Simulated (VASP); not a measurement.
Here is the system:

```yaml
crystal:
  lattice:
    - [3.16390, 0.00000, 0.00000]
    - [-1.58195, 2.74002, 0.00000]
    - [0.00000, 0.00000, 8.23372]
  atoms:
    - { symbol: Ta, position: [0.33333, 0.66667, 0.03647] }
    - { symbol: Ta, position: [0.66667, 0.33333, 0.53647] }
    - { symbol: S, position: [0.33333, 0.66667, 0.33853] }
    - { symbol: S, position: [0.66667, 0.33333, 0.83853] }
```

Level of theory: PBE GGA, VASP's PBE PAW potentials (set 64) (plane waves; VASP). Settings: 400 eV cut-off, 12×12×4 Γ-centred mesh, tetrahedra with Blöchl corrections, potentials Ta_pv S.

Unless said otherwise, spin-orbit coupling is left out, though it shifts the bands of the heavy elements here.

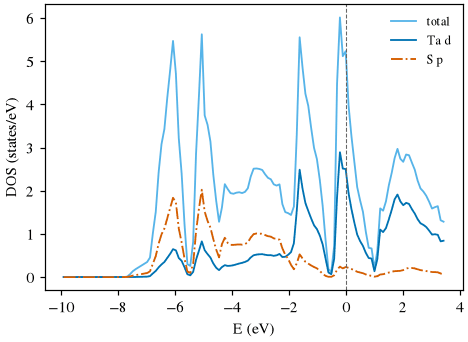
Fig. 1. Total and projected density of states, zero at the Fermi level

Within 2 eV below the Fermi level the largest weight inside VASP's projection spheres is Ta d.

It has no gap at this level: it comes out as a metal or semimetal.

The structure was generated: TaS was put into the wurtzite type (P6_3mc), which need not be its known phase. It was relaxed first, which changed the volume by -44 %.
